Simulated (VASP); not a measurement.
Band structure of PtSe2 (space group P-3m1). Calculation: SCAN meta-GGA with spin-orbit coupling, VASP's PBE PAW potentials (set 64) (plane waves; VASP 6.6.1).

The path is coarsely sampled, so an indirect gap can come out somewhat too large.

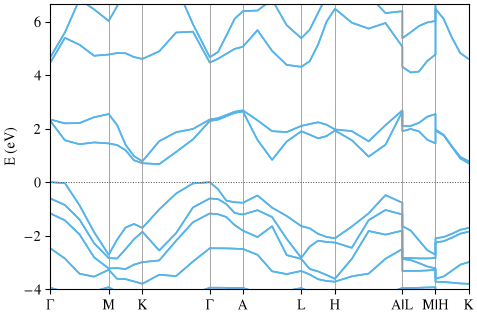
Figure. Bands along high-symmetry lines, zero at the valence-band maximum or, without a gap, the Fermi level

Read the plot: is there a gap, and where are the band edges?

The gap is indirect, 0.67 eV, from the valence maximum at Γ to the conduction minimum at K-Γ at 0.25.

The structure comes from a measured PtSe2 entry (P-3m1) of the Crystallography Open Database, whose conditions weren't checked. It was relaxed first, which changed the volume by +11 %.
